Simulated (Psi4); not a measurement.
# UM06-2X/6-311+G(d,p) (density fitting) run of SiH3O (SMILES [O][SiH3])

Aim: the electrostatic solvation energy at fixed shape (C-PCM, tetrahydrofuran) of SiH3O at UM06-2X/6-311+G** (density fitting), from 2 runs. 

The results are computed with Psi4 1.11.

4 further runs of the same task are left out: 1 that didn't finish, 3 set aside as unsound or not needed.

## Step 1: Starting point

The species is SiH3O (5 atoms), meant as a doublet with charge 0. As SMILES, `[O][SiH3]`. The coordinates come from a GFN2-xTB relaxation.

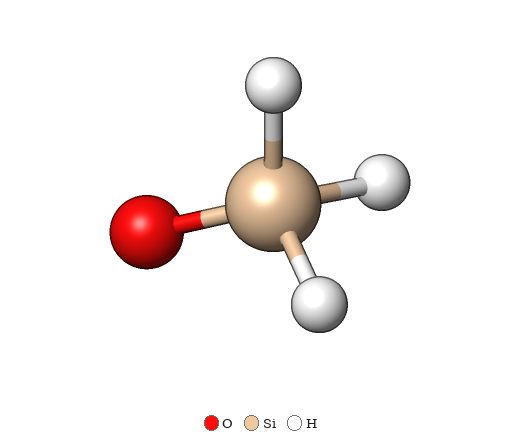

The structure, seen from a chosen angle (oxygen red, silicon light orange, hydrogen white).

## Step 2: Energy and one-electron properties at UM06-2X/6-311+G(d,p) (density fitting)

Input file job.dat:

```
memory 1600 MB

molecule mol {
  0 2
  O     -1.416610     0.267850     0.690210
  Si    -0.065850     0.007840     0.019870
  H     -0.120650    -0.242400    -1.447490
  H      0.685890    -1.159260     0.572930
  H      0.917210     1.125960     0.164480
  units angstrom
  symmetry c1
}

set {
  basis 6-311+G**
  reference uks
}

E, wfn = energy("m06-2x", return_wfn=True)
oeprop(wfn, "MULLIKEN_CHARGES", "DIPOLE", "NO_OCCUPATIONS", "QUADRUPOLE", title="M06-2X")
print_variables()
```

Run with:

```sh
psi4 job.dat job.out -n 1
```

job.out:

```text
[...]
  Running in c1 symmetry.
[...]
  Nuclear repulsion =   59.280886739717808
[...]
  Multiplicity = 2
[...]
  Nalpha       = 13
  Nbeta        = 12
[...]
    Number of basis functions: 70
[...]
   @DF-UKS iter   1:  -366.15507414997052   -2.68816e-01   1.03516e-02 ADIIS/DIIS
[...]
   @DF-UKS iter  11:  -366.40952918922528   -8.10161e-09   4.16417e-07 DIIS
[...]
   @S^2 Observed:                7.574472815E-01
[...]
    Orbital Energies [Eh]
    ---------------------
    Alpha Occupied:
       1A    -67.013793     2A    -19.685643     3A     -5.568617
       4A     -3.881416     5A     -3.879344     6A     -3.878515
       7A     -1.162394     8A     -0.624899     9A     -0.542033
      10A     -0.505592    11A     -0.495799    12A     -0.408673
      13A     -0.387480
    Alpha Virtual:
      14A      0.009471    15A      0.016554    16A      0.033774
      17A      0.036129    18A      0.094569    19A      0.098523
      20A      0.102840    21A      0.157315    22A      0.199580
      23A      0.205871    24A      0.226826    25A      0.273517
[...]
  @DF-UKS Final Energy:  -366.40952918922528
   => Energetics <=
    Nuclear Repulsion Energy =             59.2808867397178076
    One-Electron Energy =                -624.1268958688672228
    Two-Electron Energy =                 212.9992410654328978
    DFT Exchange-Correlation Energy =     -14.5627611255088194
    Empirical Dispersion Energy =           0.0000000000000000
    VV10 Nonlocal Energy =                  0.0000000000000000
    Total Energy =                       -366.4095291892252817
[...]
 Multipole Moments:
 ------------------------------------------------------------------------------------
     Multipole            Electronic (a.u.)      Nuclear  (a.u.)        Total (a.u.)
 ------------------------------------------------------------------------------------
 L = 1.  Multiply by 2.5417464519 to convert [e a0] to [Debye]
 Dipole X            :         -2.2664845            2.7713627            0.5048782
 Dipole Y            :          0.4584077           -0.5122806           -0.0538729
 Dipole Z            :          1.1859245           -1.3192028           -0.1332784
 Magnitude           :                                                    0.5249452
 L = 2.  Multiply by 1.3450342976 to convert [e a0^2] to [Debye ang]
 Quadrupole XX       :        -62.0875973           46.0151702          -16.0724271
 Quadrupole XY       :          7.3344736           -6.9277373            0.4067363
[...]
  Mulliken Charges: (a.u.)
   Center  Symbol    Alpha    Beta     Spin     Total
       1     O     4.57078  3.68682  0.88396 -0.25760
       2    SI     6.66701  6.76036 -0.09335  0.57263
       3     H     0.56586  0.56629 -0.00043 -0.13215
       4     H     0.59462  0.50190  0.09272 -0.09653
       5     H     0.60173  0.48462  0.11710 -0.08635
   Total alpha = 13.00000, Total beta = 12.00000, Total charge = -0.00000
  Natural Orbital Occupations:
  Alpha Occupations:
[...]
```

It took 11 s on 1 thread of Intel Xeon Platinum 8375C at 2.90GHz (Ice Lake), shared host; peak memory 0.69 GiB.

Atomic charges (e):

```
atom  Mulliken
  O1    -0.258
 Si2    +0.573
  H3    -0.132
  H4    -0.097
  H5    -0.086
```

## Step 3: Energy and one-electron properties at UM06-2X/6-311+G(d,p) (density fitting, C-PCM tetrahydrofuran)

Input file job.in:

```
memory 1600 MB

molecule {
  0 2
  O     -1.416610     0.267850     0.690210
  Si    -0.065850     0.007840     0.019870
  H     -0.120650    -0.242400    -1.447490
  H      0.685890    -1.159260     0.572930
  H      0.917210     1.125960     0.164480
  symmetry c1
}

set globals {
  basis 6-311+G**
  reference uks
  pcm true
}

pcm = {
  Units = Angstrom
  Medium {
    SolverType = CPCM
    Solvent = THF
  }
  Cavity {
    Type = GePol
    RadiiSet = UFF
    Scaling = False
    Area = 0.5
    Mode = Implicit
  }
}

energy_value, wavefunction = energy("m06-2x", return_wfn=True)
oeprop(wavefunction, "MULLIKEN_CHARGES", "DIPOLE", "NO_OCCUPATIONS", "QUADRUPOLE")
```

Run with:

```sh
psi4 job.in job.out -n 1
```

job.out, cut to the lines that bear on the results:

```text
[...]
  Running in c1 symmetry.
[...]
  Nuclear repulsion =   59.280886739717808
[...]
  Multiplicity = 2
[...]
  Nalpha       = 13
  Nbeta        = 12
[...]
    Number of basis functions: 70
[...]
   @DF-UKS iter   1:  -366.19011800090829   -3.01601e-01   1.01693e-02 ADIIS/DIIS
[...]
   @DF-UKS iter  11:  -366.41345633240115   -1.39408e-08   8.55329e-07 DIIS
[...]
   @S^2 Observed:                7.584096124E-01
[...]
  @DF-UKS Final Energy:  -366.41345633240115
   => Energetics <=
    Nuclear Repulsion Energy =             59.2808867397178076
    One-Electron Energy =                -624.1212530803754817
    Two-Electron Energy =                 212.9937590078587561
    DFT Exchange-Correlation Energy =     -14.5624172565795948
    Empirical Dispersion Energy =           0.0000000000000000
    VV10 Nonlocal Energy =                  0.0000000000000000
    PCM Polarization Energy =              -0.0044317430226578
    Total Energy =                       -366.4134563324010969
[...]
 Multipole Moments:
 ------------------------------------------------------------------------------------
     Multipole            Electronic (a.u.)      Nuclear  (a.u.)        Total (a.u.)
 ------------------------------------------------------------------------------------
 L = 1.  Multiply by 2.5417464519 to convert [e a0] to [Debye]
 Dipole X            :         -2.1105213            2.7713627            0.6608415
 Dipole Y            :          0.4475423           -0.5122806           -0.0647383
 Dipole Z            :          1.1591009           -1.3192028           -0.1601019
 Magnitude           :                                                    0.6830338
 L = 2.  Multiply by 1.3450342976 to convert [e a0^2] to [Debye ang]
 Quadrupole XX       :        -62.1125448           46.0151702          -16.0973746
 Quadrupole XY       :          7.3941987           -6.9277373            0.4664614
[...]
  Mulliken Charges: (a.u.)
   Center  Symbol    Alpha    Beta     Spin     Total
       1     O     4.58523  3.71959  0.86564 -0.30482
       2    SI     6.63887  6.73718 -0.09832  0.62395
       3     H     0.57554  0.57548  0.00006 -0.15103
       4     H     0.59743  0.49492  0.10251 -0.09235
       5     H     0.60293  0.47282  0.13011 -0.07575
   Total alpha = 13.00000, Total beta = 12.00000, Total charge = -0.00000
  Natural Orbital Occupations:
  Alpha Occupations:
[...]
```

It took 13 s on 1 thread of Intel Xeon Platinum 8375C at 2.90GHz (Ice Lake), shared host; peak memory 0.69 GiB.

Atomic charges (e):

```
atom  Mulliken
  O1    -0.305
 Si2    +0.624
  H3    -0.151
  H4    -0.092
  H5    -0.076
```

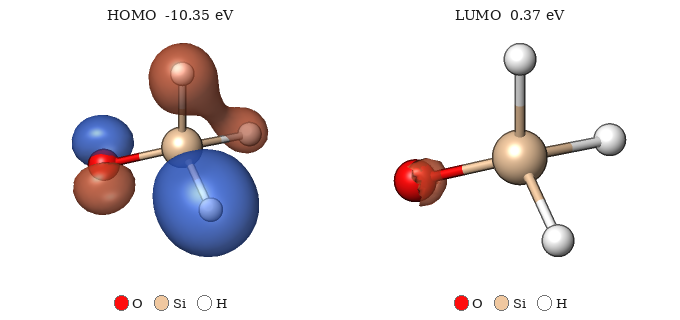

Frontier orbitals of this run (spin up), surfaces at ±0.2 Å^-3/2.

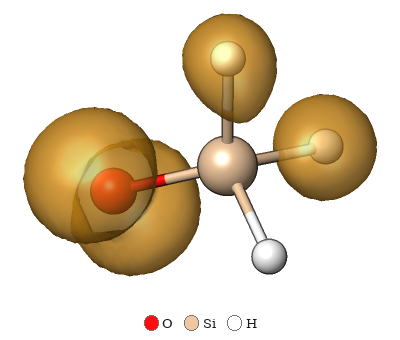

Spin density, surfaces at ±0.03 e/Å³.

## Step 4: Results

Level: UM06-2X/6-311+G** (density fitting).

| quantity | value |
| --- | --- |
| gas phase: total energy | -366.40953 Eh |
| gas phase: dipole moment | 1.33 D |
| gas phase: HOMO energy (highest over α and β) | -10.16 eV |
| gas phase: LUMO energy (lowest over α and β) | -4.35 eV |
| gas phase: ⟨S²⟩ | 0.757 |
| C-PCM, tetrahydrofuran: total energy | -366.41346 Eh |
| C-PCM, tetrahydrofuran: dipole moment | 1.74 D |
| C-PCM, tetrahydrofuran: HOMO energy (highest over α and β) | -9.96 eV |
| C-PCM, tetrahydrofuran: LUMO energy (lowest over α and β) | -4.31 eV |
| C-PCM, tetrahydrofuran: solvent term in the energy | -11.6 kJ/mol |
| C-PCM, tetrahydrofuran: ⟨S²⟩ | 0.758 |
| energy change from gas to solvent at fixed shape | -0.107 eV |

The solvent model (C-PCM, tetrahydrofuran) lowers the energy by 0.11 eV (−2.5 kcal/mol) at the same shape. It holds the electrostatic part alone, without cavity or dispersion terms. Mulliken charges (C-PCM, tetrahydrofuran) run from -0.30 on O1 to +0.62 on Si2; in a basis this large or diffuse they mean little.
